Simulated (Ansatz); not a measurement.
# Convergence study of the plane-wave cutoff for Zr2Au (I4mm, 3 atoms in the cell)

```yaml
crystal:
  lattice:
    - [-1.65513, 1.65513, 5.84295]
    - [1.65513, -1.65513, 5.84295]
    - [1.65513, 1.65513, -5.84295]
  atoms:
    - { symbol: Zr, position: [0.66398, 0.66398, 0.00000] }
    - { symbol: Zr, position: [0.34030, 0.34030, 0.00000] }
    - { symbol: Au, position: [0.00000, 0.00000, 0.00000] }
```

Method of the run: PBEsol, default PAW files made with PBE (plane waves; Ansatz, a first-principles code).

Base settings: basis.ecutwfc = 420 eV; kpoints.mp_grid.grid = 8 8 8; hamiltonian.xc = pbesol; hamiltonian.pseudopotentials = {kind: paw} (the program's default PAW files); scf.occupations.method = fermi_dirac; scf.occupations.width = 0.1 eV.

The second cell is the first with its lattice scaled by 0.98.

The mesh stays at the base's, so the ladder's end is converged at best in this setting alone.

The first pressure column holds Ansatz's estimate of the finite-basis (Pulay) stress, which hides part of the cutoff error; the other is without it.

Only quantities that move along the ladder and can be compared are tabulated.

The count of work is k-points × plane waves × bands × iterations; it is no time. 

The starting cell comes from a database of computed structures (which also holds hypothetical and non-ambient phases and stackings), without a prior relaxation at this level. Its lattice was rescaled by up to half a per cent. One atom was moved a little off its site on purpose. In the base run, with a pressure of about -5 GPa the cell is away from its equilibrium volume at this level.

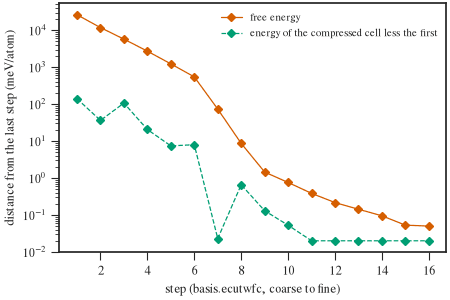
Distance from the last step along the ladder; very small values are drawn at a floor.

```tsv
basis.ecutwfc	free energy less the last step's (meV/atom)	energy of the compressed cell less the first (meV/atom)	pressure (GPa)	pressure without the Pulay estimate (GPa)	largest difference of a force vector from the last step's (eV/Å)	count of work / last
145 eV	26221.55	-149.36	-20.79	-604.78	2.116	0.082
170 eV	11750.55	26.70	6.13	-336.00	0.694	0.092
190 eV	5740.39	96.90	4.81	-197.00	0.806	0.11
210 eV	2709.30	11.07	-2.06	-111.82	0.468	0.13
230 eV	1227.54	-2.10	-4.85	-61.66	0.101	0.14
250 eV	545.71	-17.46	-5.78	-34.05	0.066	0.14
295 eV	73.36	-9.52	-4.72	-10.05	0.012	0.16
335 eV	8.64	-8.84	-4.76	-5.54	0.006	0.19
380 eV	1.45	-9.36	-4.81	-4.87	0.001	0.23
420 eV	0.76	-9.44	-4.83	-4.85	0.000	0.27
460 eV	0.38	-9.48	-4.83	-4.84	0.000	0.30
505 eV	0.22	-9.49	-4.83	-4.84	0.000	0.35
565 eV	0.14	-9.49	-4.83	-4.83	0.000	0.42
630 eV	0.09	-9.49	-4.83	-4.83	0.000	0.49
735 eV	0.05	-9.49	-4.83	-4.83	0.000	0.62
840 eV	0.02	-9.49	-4.83	-4.83	0.000	0.76
1010 eV	0.00	-9.49	-4.83	-4.83	0.000	1.0
```

Coarsest basis.ecutwfc that holds the energy of the compressed cell less the first within 0.5 meV/atom of the last step, with all finer ones: 380 eV, at 0.23 of the last step's count of work; the step before is off by 0.66 meV/atom.

Coarsest basis.ecutwfc that holds the free energy within 5 meV/atom of the last step, with all finer ones: 380 eV, at 0.23 of the last step's count of work; the step before is off by 8.6 meV/atom.

Coarsest basis.ecutwfc that holds the pressure within 0.1 GPa of the last step, with all finer ones: 335 eV, at 0.19 of the last step's count of work; the step before is off by 0.11 GPa.

The energy difference between the two cells stays within 1 meV/atom of the last step's from 295 eV on, the total only from 420 eV on: much of the error is common to both cells and cancels.

At the lowest cutoff the pressure without the Pulay estimate lies 600 GPa under the last step's, the usual sign of Pulay stress in an incomplete plane-wave basis.

Keys are those of Ansatz 0.2.
